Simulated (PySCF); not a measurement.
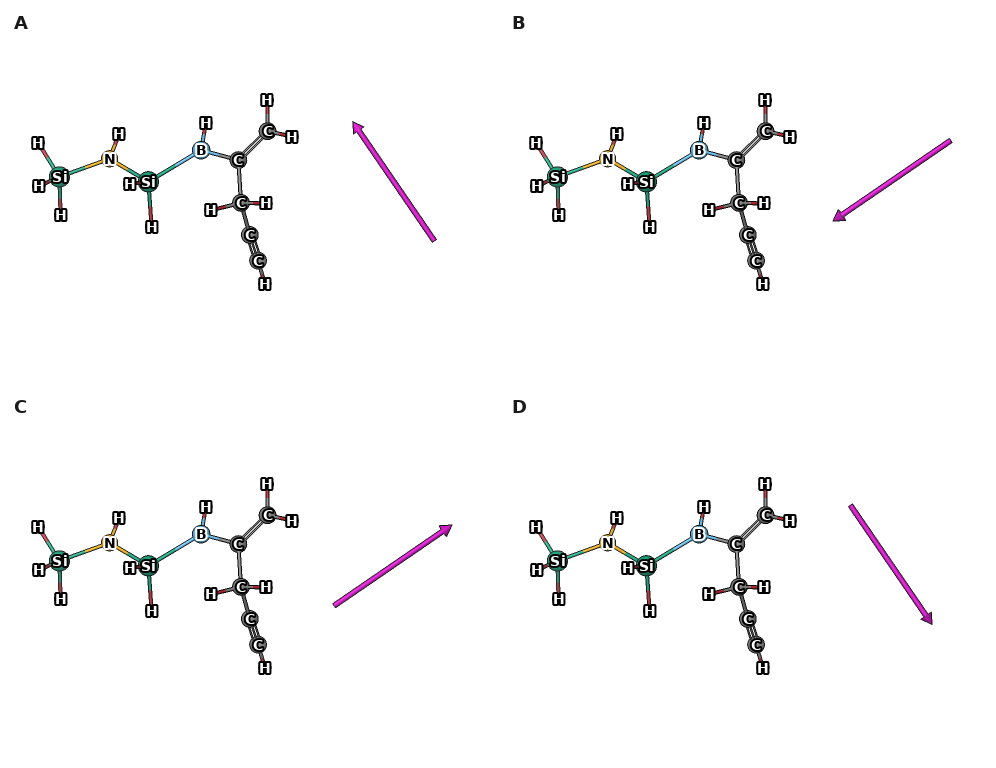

The same molecule four times, each with an arrow. The computed structure is the end point of a GFN2-xTB optimisation. No frequency run is at hand to confirm it as a minimum. Properties computed with PBE0/pcSseg-1, gas phase (PySCF 2.14.0).

**Which arrow points along the dipole moment, from the negative to the positive end?**

C. The dipole moment is 2.37 D.

The geometry is semi-empirical. Around B, Si such bond lengths and angles can be off by a tenth of an ångström or more and by several degrees, and values that hang on the shape move with them.
